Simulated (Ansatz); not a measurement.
Ge7H (hydrogen-terminated (111) film, 14 layers), computed twice by G0W0.

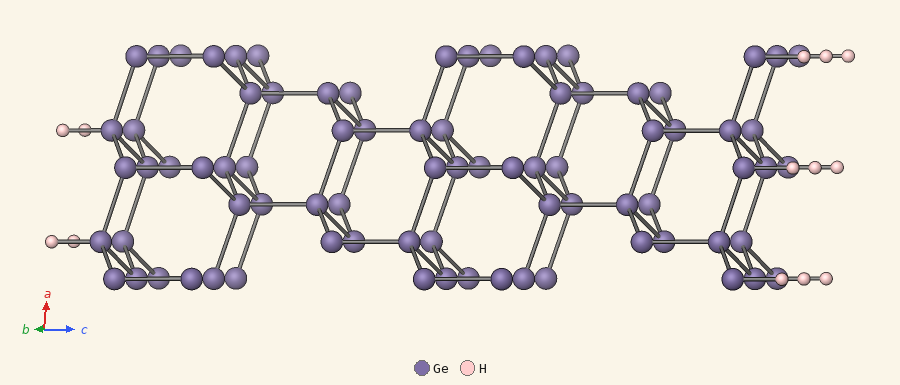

The structure (germanium purple, hydrogen pink). 2×2×1 cells are drawn. Some periodic images of atoms are drawn too.

The cell holds 16 atoms: 14 Ge and 2 H. Its edges and angles: a = 4.001 Å, b = 4.001 Å, c = 70.100 Å, α = 90.0°, β = 90.0°, γ = 120.0°. It derives from Ge. Vacuum lies along c.

```xyz
16
Lattice="4.0008 0.0000 0.0000 -2.0004 3.4648 0.0000 0.0000 0.0000 70.1000" Properties=species:S:1:pos:R:3
Ge    0.0000    2.3099   24.8717
Ge    0.0000    0.0000   25.6537
Ge    0.0000    0.0000   28.0983
Ge    2.0004    1.1549   28.9163
Ge    2.0004    1.1549   31.3688
Ge    0.0000    2.3099   32.1869
Ge    0.0000    2.3099   34.6409
Ge    0.0000    0.0000   35.4591
Ge    0.0000    0.0000   37.9131
Ge    2.0004    1.1549   38.7312
Ge    2.0004    1.1549   41.1837
Ge    0.0000    2.3099   42.0017
Ge    0.0000    2.3099   44.4463
Ge    0.0000    0.0000   45.2283
H     0.0000    2.3099   23.3188
H     0.0000    0.0000   46.7812
```

The structure was relaxed with PBEsol (ions only). The runs that relaxed it are not among those shown.

The first (Ansatz 0.2.0; start PBEsol, 6×6×1 mesh, 1433 empty bands, screening to 75 eV, PAW set soft_1 files; 1 × NVIDIA H100 80GB HBM3 (shared by 6 runs) with 3 threads of AMD EPYC 7R13 (Zen 3), shared host) gave, on its mesh: starting gap 0.23 eV, G0W0 gap 0.72 eV, mean of 1 + 4πα/V (set by the cell height) 17.86, 2.3 min.

The second gave: starting gap 0.23 eV, G0W0 gap 0.81 eV, mean of 1 + 4πα/V (set by the cell height) 18.19, 88 s.

What was changed in the input? Choose among start, files, mesh, bands and cutoff, frequency model or another key.

Changed: empty bands from 1433 to 579 and screening cutoff (eV) from 75.0 to 41. The starting gap stayed, which rules out the functional and points to the GW step. Other changes could give like numbers; this is the one that was made.

Limits: not at the basis limit; coarse mesh for a sheet; no spin-orbit coupling.

[Paths, hosts, dates, memory and timing lines, banners, echoed tables and standing remarks are left out of the program output.]

[Logs are printed without paths, hosts, clocks, repeated set-up lines and the standing remarks that a program may print on its own settings, such as how far it seeks lower states.]

[Runs of the session that timed out or met a known fault of the program may be left out.]

[Cells called generated may have been cut or substituted from an entry of the Crystallography Open Database or the Materials Project.]

[Hosts, paths, dates, database ids (printed as entryN), source tags and the programs' standing remarks are cut or masked in the printed files.]
